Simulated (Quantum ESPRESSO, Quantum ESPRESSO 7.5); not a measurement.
# WSi2N4, 1 layer: a series in the share of short-range exact exchange

Wanted: a table for WSi2N4, 1 layer against the share of short-range exact exchange, and what can be fitted to it.

Main program and level: Quantum ESPRESSO 7.5; plane-wave DFT, PBE, SG15 norm-conserving pseudopotentials (geometry by pw.x at PBE, GBRV ultrasoft).

### 1. The starting structure

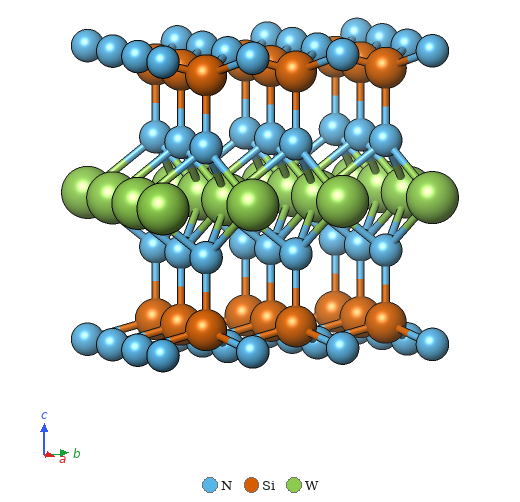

The starting structure, seen from the side, with the c axis up (nitrogen blue, silicon orange, tungsten green). 3×3×1 cells are drawn. Bonds to atoms that aren't drawn are left out. Some periodic images of atoms are drawn too.

The cell holds 7 atoms: 4 N, 2 Si and 1 W. Cell: a = 2.920 Å, b = 2.920 Å, c = 22.101 Å, α = 90.0°, β = 90.0°, γ = 120.0°. It derives from WSi2N4. Vacuum lies along c.

Set-up: Cell and atoms are relaxed under PBE (GBRV files) and held. Screened hybrids with norm-conserving files, screening 0.106 per bohr, fixed occupations, a 9×9×1 mesh with exchange on 3×3×1 q points. Levels count from the potential in the middle of the vacuum.

Members 0.15, 0.2 and 0.25 took the same steps and show in the table alone.

### 2. Variable-cell relaxation of the reference

What the set-up leaves free in this member is relaxed.

The input, ref.relax.in:

```
&control
  prefix = 'ref.relax'
  outdir = './out'
  pseudo_dir = './pseudo'
  nstep = 80
  forc_conv_thr = 0.0004
  calculation = 'vc-relax'
  etot_conv_thr = 1e-06
/
&system
  ibrav = 0
  nat = 7
  ntyp = 3
  ecutwfc = 50
  ecutrho = 250
  occupations = 'smearing'
  smearing = 'fd'
  degauss = 0.004
/
&electrons
  conv_thr = 1e-09
  mixing_beta = 0.4
  electron_maxstep = 120
  mixing_mode = 'plain'
/
&ions
/
&cell
  cell_dofree = '2Dxy'
  press_conv_thr = 0.3
/
ATOMIC_SPECIES
  N   14.0070  n_pbe_v1.2.uspp.F.UPF
  Si  28.0850  si_pbe_v1.uspp.F.UPF
  W   183.8400  w_pbe_v1.2.uspp.F.UPF
CELL_PARAMETERS angstrom
  2.92000000000000 0.00000000000000 0.00000000000000
  -1.46000000000000 2.52879417905056 0.00000000000000
  0.00000000000000 0.00000000000000 22.10102208348185
ATOMIC_POSITIONS crystal
  N   0.000000000000 0.000000000000 0.339350821499
  Si  0.333333333300 0.666666666700 0.360591118869
  N   0.333333333300 0.666666666700 0.439772977219
  W   0.000000000000 0.000000000000 0.500000000000
  N   0.333333333300 0.666666666700 0.560227022781
  Si  0.333333333300 0.666666666700 0.639408881131
  N   0.000000000000 0.000000000000 0.660649178501
K_POINTS automatic
  12 12 1 0 0 0
```

Started as:

```
> OMP_NUM_THREADS=1 mpirun -n 4 pw.x -nk 4 -in ref.relax.in > ref.relax.out
```

Output:

```text
Program PWSCF v.7.5 starts
[citation notice left out]

     Parallel version (MPI & OpenMP), running on       4 processor cores
     Number of MPI processes:                 4
     Threads/MPI process:                     1

     MPI processes distributed on     1 nodes
[...]
Current dimensions of program PWSCF are:
     Max number of different atomic species (ntypx) = 10
     Max number of k-points (npk) =  40000
     Max angular momentum in pseudopotentials (lmaxx) =  4
     Message from routine setup:
     using ibrav=0 with symmetry is DISCOURAGED, use correct ibrav instead

     K-points division:     npool     =       4
     Subspace diagonalization in iterative solution of the eigenvalue problem:
     a serial algorithm will be used

     G-vector sticks info
     --------------------
     sticks:   dense  smooth     PW     G-vecs:    dense   smooth      PW
     Sum         517     421    121                73255    52701    8841

     Using Slab Decomposition

     bravais-lattice index     =            0
     lattice parameter (alat)  =       5.5180  a.u.
     unit-cell volume          =    1101.2991 (a.u.)^3
     number of atoms/cell      =            7
     number of atomic types    =            3
     number of electrons       =        42.00
     number of Kohn-Sham states=           25
     kinetic-energy cutoff     =      50.0000  Ry
     charge density cutoff     =     250.0000  Ry
     scf convergence threshold =      1.0E-09
     mixing beta               =       0.4000
     number of iterations used =            8  plain     mixing
     energy convergence thresh.=      1.0E-06
     force convergence thresh. =      4.0E-04
     press convergence thresh. =      3.0E-01
     Exchange-correlation= SLA  PW   PBE  PBE
                           (   1   4   3   4   0   0   0)
     nstep                     =           80

     celldm(1)=   5.518000  celldm(2)=   0.000000  celldm(3)=   0.000000
     celldm(4)=   0.000000  celldm(5)=   0.000000  celldm(6)=   0.000000

     crystal axes: (cart. coord. in units of alat)
               a(1) = (   1.000000   0.000000   0.000000 )
               a(2) = (  -0.500000   0.866025   0.000000 )
               a(3) = (   0.000000   0.000000   7.568843 )

     reciprocal axes: (cart. coord. in units 2 pi/alat)
               b(1) = (  1.000000  0.577350 -0.000000 )
               b(2) = (  0.000000  1.154701  0.000000 )
               b(3) = (  0.000000 -0.000000  0.132121 )

     PseudoPot. # 1 for N  read from file:
     ./pseudo/n_pbe_v1.2.uspp.F.UPF
     Pseudo is Ultrasoft + core correction, Zval =  5.0
     Generated by new atomic code, or converted to UPF format
     Using radial grid of  729 points,  4 beta functions with:
                l(1) =   0
                l(2) =   0
                l(3) =   1
                l(4) =   1
     Q(r) pseudized with  8 coefficients,  rinner =    0.900   0.900   0.900

     PseudoPot. # 2 for Si read from file:
     ./pseudo/si_pbe_v1.uspp.F.UPF
     Pseudo is Ultrasoft + core correction, Zval =  4.0
     Generated by new atomic code, or converted to UPF format
     Using radial grid of  899 points,  6 beta functions with:
                l(1) =   0
                l(2) =   0
                l(3) =   1
                l(4) =   1
                l(5) =   2
                l(6) =   2
     Q(r) pseudized with  8 coefficients,  rinner =    0.900   0.900   0.900
                                                       0.900   0.900

     PseudoPot. # 3 for W  read from file:
     ./pseudo/w_pbe_v1.2.uspp.F.UPF
     Pseudo is Ultrasoft + core correction, Zval = 14.0
     Generated by new atomic code, or converted to UPF format
     Using radial grid of  923 points,  8 beta functions with:
                l(1) =   0
                l(2) =   0
                l(3) =   0
                l(4) =   1
                l(5) =   1
                l(6) =   2
                l(7) =   2
                l(8) =   3
     Q(r) pseudized with  6 coefficients,  rinner =    1.350   1.350   1.350
                                                       1.350   1.350   1.350
                                                       1.350

     atomic species   valence    mass     pseudopotential
     N                 5.00    14.00700     N ( 1.00)
     Si                4.00    28.08500     Si( 1.00)
     W                14.00   183.84000     W ( 1.00)

     12 Sym. Ops. (no inversion) found

   Cartesian axes

     site n.     atom                  positions (alat units)
         1        N      tau(   1) = (   0.0000000   0.0000000   2.5684932  )
         2        Si     tau(   2) = (  -0.0000000   0.5773503   2.7292576  )
         3        N      tau(   3) = (  -0.0000000   0.5773503   3.3285727  )
         4        W      tau(   4) = (   0.0000000   0.0000000   3.7844216  )
         5        N      tau(   5) = (  -0.0000000   0.5773503   4.2402705  )
         6        Si     tau(   6) = (  -0.0000000   0.5773503   4.8395855  )
         7        N      tau(   7) = (   0.0000000   0.0000000   5.0003500  )

     number of k points=    19  Fermi-Dirac smearing, width (Ry)=  0.0040
                       cart. coord. in units 2pi/alat
        k(    1) = (   0.0000000   0.0000000   0.0000000), wk =   0.0138889
        k(    2) = (   0.0000000   0.0962250   0.0000000), wk =   0.0833333
        k(    3) = (   0.0000000   0.1924501   0.0000000), wk =   0.0833333
        k(    4) = (   0.0000000   0.2886751   0.0000000), wk =   0.0833333
        k(    5) = (   0.0000000   0.3849002   0.0000000), wk =   0.0833333
        k(    6) = (   0.0000000   0.4811252   0.0000000), wk =   0.0833333
        k(    7) = (   0.0000000  -0.5773503   0.0000000), wk =   0.0416667
        k(    8) = (   0.0833333   0.1443376   0.0000000), wk =   0.0833333
        k(    9) = (   0.0833333   0.2405626   0.0000000), wk =   0.1666667
        k(   10) = (   0.0833333   0.3367877   0.0000000), wk =   0.1666667
[...]
k(   19) = (   0.3333333   0.5773503   0.0000000), wk =   0.0277778

     Dense  grid:    73255 G-vectors     FFT dimensions: (  27,  27, 216)

     Smooth grid:    52701 G-vectors     FFT dimensions: (  25,  25, 192)

     Estimated max dynamical RAM per process >     201.94 MB

     Estimated total dynamical RAM >     754.11 MB

     Check: negative core charge=   -0.000001

     Initial potential from superposition of free atoms

     starting charge      41.8983, renormalised to      42.0000

     negative rho (up, down):  6.252E-02 0.000E+00
     Starting wfcs are   37 randomized atomic wfcs

[...]
total   stress  (Ry/bohr**3)                   (kbar)     P=      -14.40
  -0.00004022  -0.00000000   0.00000000           -5.92       -0.00        0.00
  -0.00000000  -0.00004022   0.00000000           -0.00       -5.92        0.00
   0.00000000   0.00000000  -0.00021318            0.00        0.00      -31.36

     Energy error            =      8.6E-03 Ry
     Gradient error          =      2.9E-02 Ry/Bohr
     Cell gradient error     =      5.9E+00 kbar

     number of scf cycles    =   2
     number of bfgs steps    =   1

     enthalpy           old  =    -259.3581260888 Ry
     enthalpy           new  =    -259.3667256712 Ry

     CASE: enthalpy          _new < enthalpy          _old

     new trust radius        =       0.0458480641 bohr
     new conv_thr            =       0.0000000007 Ry

     new unit-cell volume =   1088.92885 a.u.^3 (   161.36261 Ang^3 )
     density =      3.04645 g/cm^3

CELL_PARAMETERS (angstrom)
   2.903554334  -0.000000000   0.000000000
  -1.451777167   2.514551814   0.000000000
   0.000000000   0.000000000  22.101022083

ATOMIC_POSITIONS (crystal)
N               -0.0000000000       -0.0000000000        0.3381217973
Si               0.3333333333        0.6666666667        0.3622025508
N                0.3333333333        0.6666666667        0.4421865568
W               -0.0000000000       -0.0000000000        0.5000000000
N                0.3333333333        0.6666666667        0.5578134432
Si               0.3333333333        0.6666666667        0.6377974492
N               -0.0000000000       -0.0000000000        0.6618782027

[...]
NEW-OLD atomic charge density approx. for the potential
     New effective cutoffs (rho, wfc):  252.58   50.55

     Check: negative core charge=   -0.000001

     negative rho (up, down):  6.672E-02 0.000E+00

     total cpu time spent up to now is       53.2 secs

     per-process dynamical memory:   100.4 Mb

     Self-consistent Calculation

     iteration #  1     ecut=    50.00 Ry     beta= 0.40
     Davidson diagonalization with overlap
     ethr =  1.00E-06,  avg # of iterations =  6.9

     negative rho (up, down):  6.666E-02 0.000E+00

     total cpu time spent up to now is       56.2 secs

     total energy              =    -259.36833634 Ry
     estimated scf accuracy    <       0.00190432 Ry

[...]
iteration # 10     ecut=    50.00 Ry     beta= 0.40
[...]
negative rho (up, down):  6.669E-02 0.000E+00

[...]
End of self-consistent calculation

[...]
the Fermi energy is     3.6221 ev

!    total energy              =    -259.36875859 Ry
     estimated scf accuracy    <          5.5E-10 Ry
     smearing contrib. (-TS)   =      -0.00000000 Ry
     internal energy E=F+TS    =    -259.36875859 Ry

     The total energy is F=E-TS. E is the sum of the following terms:
     one-electron contribution =   -2441.29986246 Ry
     hartree contribution      =    1229.85238863 Ry
     xc contribution           =     -71.98764824 Ry
     ewald contribution        =    1024.06636348 Ry

     convergence has been achieved in  10 iterations

     negative rho (up, down):  6.669E-02 0.000E+00

     Forces acting on atoms (cartesian axes, Ry/au):

     atom    1 type  1   force =     0.00000000    0.00000000    0.00818471
     atom    2 type  2   force =     0.00000000    0.00000000    0.00105231
     atom    3 type  1   force =     0.00000000    0.00000000    0.00040430
     atom    4 type  3   force =    -0.00000000   -0.00000000    0.00000000
     atom    5 type  1   force =     0.00000000    0.00000000   -0.00040430
     atom    6 type  2   force =    -0.00000000   -0.00000000   -0.00105231
     atom    7 type  1   force =    -0.00000000   -0.00000000   -0.00818471

     Total force =     0.011684     Total SCF correction =     0.000064

     Computing stress (Cartesian axis) and pressure

     negative rho (up, down):  6.669E-02 0.000E+00
          total   stress  (Ry/bohr**3)                   (kbar)     P=       -7.03
  -0.00001016   0.00000000   0.00000000           -1.49        0.00        0.00
   0.00000000  -0.00001016   0.00000000            0.00       -1.49        0.00
   0.00000000   0.00000000  -0.00012297            0.00        0.00      -18.09

     Energy error            =      2.0E-03 Ry
     Gradient error          =      8.2E-03 Ry/Bohr
     Cell gradient error     =      1.5E+00 kbar

     number of scf cycles    =   3
     number of bfgs steps    =   2

     enthalpy           old  =    -259.3667256712 Ry
     enthalpy           new  =    -259.3687585902 Ry

     CASE: enthalpy          _new < enthalpy          _old

     new trust radius        =       0.0076598252 bohr
     new conv_thr            =       0.0000000002 Ry

     new unit-cell volume =   1088.38901 a.u.^3 (   161.28261 Ang^3 )
     density =      3.04796 g/cm^3

CELL_PARAMETERS (angstrom)
   2.902834516  -0.000000000   0.000000000
  -1.451417258   2.513928434   0.000000000
   0.000000000   0.000000000  22.101022083

ATOMIC_POSITIONS (crystal)
N               -0.0000000000       -0.0000000000        0.3383052008
Si               0.3333333333        0.6666666667        0.3622347845
N                0.3333333333        0.6666666667        0.4421965854
W               -0.0000000000       -0.0000000000        0.5000000000
N                0.3333333333        0.6666666667        0.5578034146
Si               0.3333333333        0.6666666667        0.6377652155
N               -0.0000000000       -0.0000000000        0.6616947992

[...]
NEW-OLD atomic charge density approx. for the potential
     New effective cutoffs (rho, wfc):  252.71   50.58

     Check: negative core charge=   -0.000001

     negative rho (up, down):  6.668E-02 0.000E+00

     total cpu time spent up to now is       75.3 secs

     per-process dynamical memory:   100.4 Mb

[...]
!    total energy              =    -259.36887466 Ry
[...]
Total force =     0.009233     Total SCF correction =     0.000016
[...]
number of bfgs steps    =   3
[...]
new trust radius        =       0.0084258077 bohr
[...]
!    total energy              =    -259.36898463 Ry
[...]
Total force =     0.007447     Total SCF correction =     0.000013
[...]
number of bfgs steps    =   4
[...]
new trust radius        =       0.0126387115 bohr
[...]
!    total energy              =    -259.36911617 Ry
[...]
Total force =     0.005162     Total SCF correction =     0.000016
[...]
number of bfgs steps    =   5
[...]
new trust radius        =       0.0189580673 bohr
[...]
!    total energy              =    -259.36923366 Ry
[...]
Total force =     0.002303     Total SCF correction =     0.000012
[...]
number of bfgs steps    =   6
[...]
new trust radius        =       0.0098834808 bohr
[...]
!    total energy              =    -259.36925850 Ry
[...]
Total force =     0.001173     Total SCF correction =     0.000013
[...]
number of bfgs steps    =   7
[...]
new trust radius        =       0.0013945085 bohr
[...]
!    total energy              =    -259.36926162 Ry
[...]
Total force =     0.000562     Total SCF correction =     0.000002
[...]
number of bfgs steps    =   8
[...]
new trust radius        =       0.0008371468 bohr
[...]
Self-consistent Calculation

     iteration #  1     ecut=    50.00 Ry     beta= 0.40
[...]
[key lines of the parts left out:]
the Fermi energy is     3.6928 ev
convergence has been achieved in   7 iterations
```

The job ended after 3.9 min (4 MPI ranks of Arm Neoverse V1, shared host; peak memory 0.92 GiB; 16 min of CPU time).

The steps of the relaxation:

```
step  energy less that of the first step (eV)  largest force (eV/Å)  volume (Å³)
   1                                   0.0000                1.7806       163.20
   2                                  -0.1170                0.7439       162.05
   3                                  -0.1447                0.2104       161.36
   4                                  -0.1462                0.1517       161.28
   5                                  -0.1477                0.1106       161.24
   6                                  -0.1495                0.0651       161.24
   7                                  -0.1511                0.0351       161.35
   8                                  -0.1515                0.0145       161.49
   9                                  -0.1515                0.0085       161.56
  10                                  -0.1515                0.0009       161.60
  11                                  -0.1503                0.0010       161.60
```

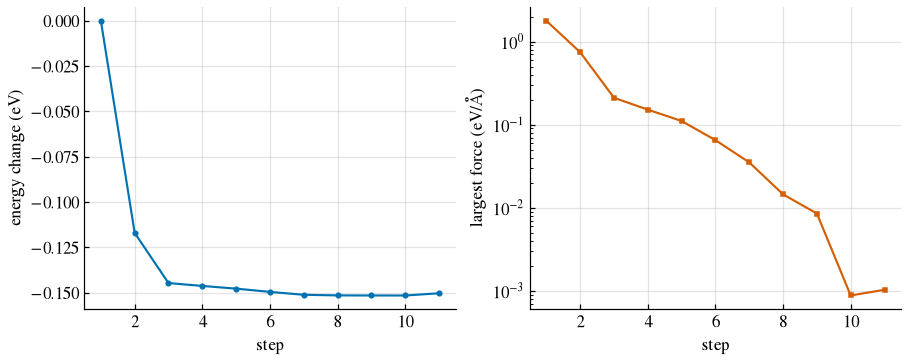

Energy and largest force along the relaxation.

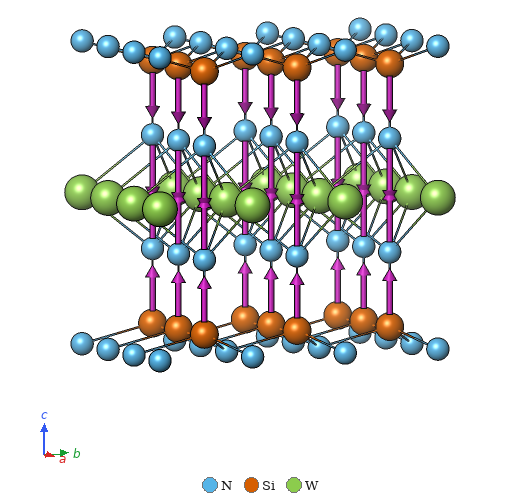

Displacements in the relaxation, exaggerated, measured against the changing cell; the longest in the cell stands for 0.06 Å. Bonds to atoms that aren't drawn are left out. 3×3×1 cells are drawn. Some periodic images of atoms are drawn too.

```csv
cell as run,before,after,change
a (Å),2.920,2.906,-0.5 %
b (Å),2.920,2.906,-0.5 %
```

The atoms that moved most (Å, along periodic axes as changes of fractional coordinates times the final cell, across vacuum about the mean position):

```csv
atom,dx,dy,dz,length
N5,0.000,0.000,-0.062,0.062
N3,0.000,0.000,0.062,0.062
Si6,0.000,0.000,-0.053,0.053
Si2,0.000,0.000,0.053,0.053
```

 The last row is no step: it is a fresh SCF in the final cell with a new plane-wave basis, +1 meV from the row before.

This step gave:

```
free energy  : -3528.8974 eV
Fermi energy : 3.734 eV
```

[end of part 1 of 3]

[Logs are printed without paths, hosts, clocks, repeated set-up lines and the standing remarks that a program may print on its own settings, such as how far it seeks lower states.]

[Hosts, paths, dates, database ids (printed as entryN), source tags and the programs' standing remarks are cut or masked in the printed files.]

[Maps of the electrostatic potential energy from Ansatz leave out the sawtooth potential of an applied field or a dipole correction, so their vacuum need not be flat; planar profiles and work functions include it.]
